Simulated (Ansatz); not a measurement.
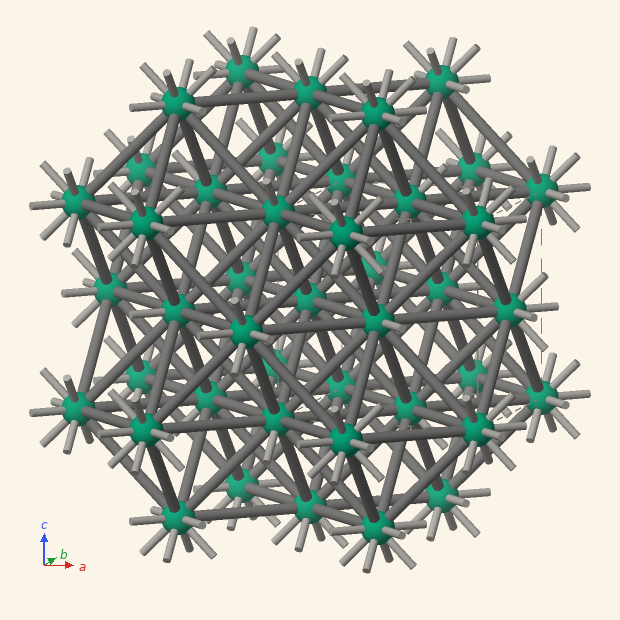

A cut-out of a periodic net derived from a crystal structure. Nodes are coloured by topological kind. Edges to nodes outside the piece are drawn as stubs.

> Describe the net.

A uninodal 12-connected, three-periodic net. It is the fcu net, known from cubic close packing.

> Give point symbol and coordination sequence.

3^24.4^36.5^6, sequence 12, 42, 92, 162, 252, 362.

Origin of the net. Pd (space group Fm-3m, No. 225): the input geometry of an electronic-structure calculation (not necessarily at equilibrium). Bonds are taken as Pd–Pd below 3.1 Å; no other contact counts. The graph is simplified in the usual way: terminal and isolated atoms are pruned, two-connected atoms become edges. Pd is a 12-connected node.
